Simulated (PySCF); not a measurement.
Molecule: SMILES C[SiH](C)[SiH2][SiH](Cl)Cl. Atoms near the plane z = 0.0 Å, at the GFN2-xTB optimised geometry (x, y, z in Å): Si4 (0.8, 0.1, 0.0), H9 (0.5, 1.5, 0.0), H10 (2.3, 0.1, 0.0), H13 (-2.3, -1.5, 0.8).

Computed with B3LYP/def2-SVP (PySCF). Cells within 0.4 Å of a nucleus heavier than hydrogen are left out (blank, or x). The values are rescaled to run from 0 to 1.

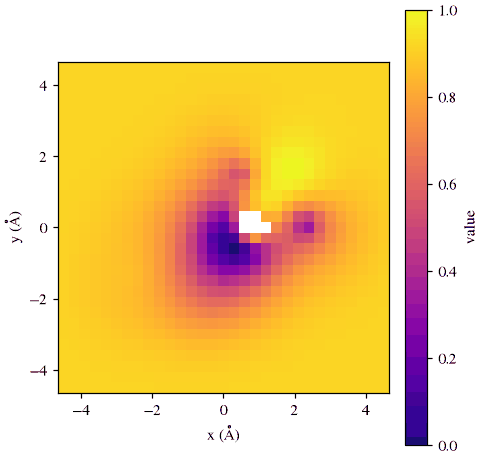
a field on the plane z = 0.0 Å.

### Question
Which quantity is mapped?
A) log10 of the electron density
B) an orbital amplitude
C) Laplacian of the electron density
D) electrostatic potential

### Answer
B, an orbital amplitude. In full: LUMO amplitude (bohr^(-3/2)).
